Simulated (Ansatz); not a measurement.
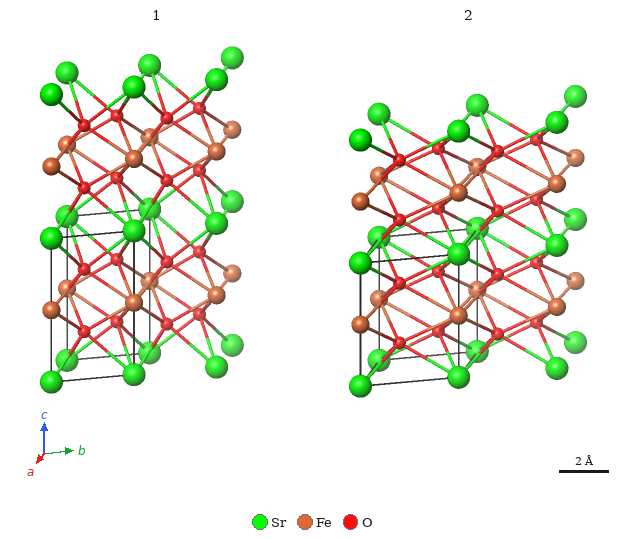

Two geometries of solid SrFeO4 (a generated structure, set up in P6/mmm) (coarse preliminary run), drawn at one scale. One is the start of a relaxation, the other its converged end. The picture is a ball-and-stick view of the cell of the calculation, repeated 1 × 2 × 2 with one cell outlined, seen slightly off an axis.

Computed with DFT PBE, scalar-relativistic, plane waves, PAW in Ansatz. Set-up: plane-wave cutoff 420 eV; k-point mesh 6 × 6 × 4; occupations gaussian; smearing width 0.1 eV; collinear spin; cell and atoms relaxed; force threshold 0.04 eV/Å; at most 70 steps.

Which one is relaxed?

Structure 1 is the relaxed one. The largest moves relative to the cell, 0.16 Å, are those of O atoms. Sr and Fe stay in place. The drawn cell changes as follows: a = b 4.271 → 3.592 Å (−15.9 %), c 5.203 → 6.078 Å (+16.8 %); the volume changes by −17.4 %. Some distances before and after: Sr–Sr 4.271 → 3.592 Å, Fe–Sr 2.602 → 3.039 Å, Fe–O 2.771 → 2.457 Å, O–Sr 2.806 → 2.695 Å. Among the angles between lasting bonds that change: Sr–O–Sr 99.1° → 83.6°. The space group stays P6/mmm (No. 191). Over 7 accepted moves (10 points after the start) the energy falls by 602 meV per atom. Largest force component: 0.57 eV/Å at the start, 0.0019 eV/Å at the end. The pressure goes from −9.79 to 0.02 GPa. At 3 points the geometry stayed and the basis and grid were re-selected for the new cell (energy shift of 14.9 meV per atom at most each time). The program noted that the starting moments weren't kept. The run took 2.5 min on 1 thread of Intel(R) Xeon(R) Processor @ 2.70GHz (shared host), peak memory 0.45 GiB.
